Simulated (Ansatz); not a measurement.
# CH₃B₂Br: basis-set convergence

How large a basis does CH₃B₂Br need? Two functionals are run in growing sets.

Method: one geometry, several basis sets; program: Ansatz 0.2.0, Gaussian basis.

Plan: PBE0-D4/def2-SVP; ωB97M-V/def2-SVP; PBE0-D4/def2-QZVPP; ωB97M-V/def2-QZVPP; the functionals' def2-TZVPP values are taken from earlier runs.

1 further run of the same task is left out (it didn't finish).

## (1) Structure used throughout

An earlier PBE0-D4 in a triple-zeta def2 set relaxation fixed the geometry.

7 atoms, charge 0, spin multiplicity 1.

Atoms are counted from 1 here; the program's logs count them from 0.

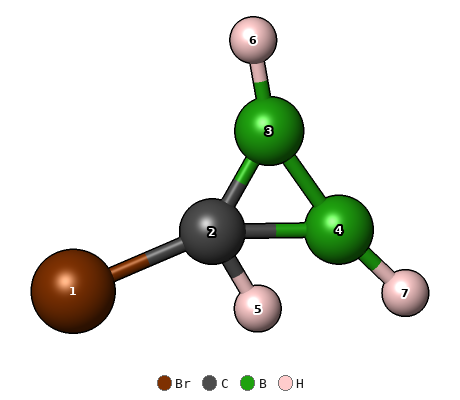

The structure; bromine brown, carbon dark grey, boron green, hydrogen pink; atoms are numbered from 1 in the order of the file.

## (2) PBE0-D4 in def2-SVP

Input file in.yaml:

```yaml
crystal:
  periodic: [false, false, false]
  atoms:
    - {symbol: Br, position_ang: [-2.218855, -1.008082, -0.537709]}
    - {symbol: C, position_ang: [-0.548366, -0.233603, -0.085796]}
    - {symbol: B, position_ang: [0.110801, 0.489673, 0.976779]}
    - {symbol: B, position_ang: [0.987182, 0.189556, -0.278502]}
    - {symbol: H, position_ang: [0.027711, -0.495603, -1.050379]}
    - {symbol: H, position_ang: [-0.112863, 0.921708, 2.050159]}
    - {symbol: H, position_ang: [1.815688, 0.068452, -1.120253]}
basis:
  gaussian: {orbitals: def2-SVP}
hamiltonian: {xc: pbe0, dispersion: d4}
output: {orbitals: {seedname: orbitals}}
```

The runs that follow: ωB97M-V in def2-SVP; PBE0-D4 in def2-QZVPP; ωB97M-V in def2-QZVPP.

Before running them: what should the planned runs give, taken together? Wanted: PBE0-D4: double and triple zeta above quadruple; ωB97M-V: double and triple zeta above quadruple.

The runs gave:

| quantity | value |
| --- | --- |
| PBE0-D4: double and triple zeta above quadruple | 12.75, 1.58 eV |
| ωB97M-V: double and triple zeta above quadruple | 12.79, 1.51 eV |

PBE0-D4 gains 11.17 eV from double to triple zeta, then 1.58 eV more. Total energies overstate the basis error of differences, where much of it tends to cancel.
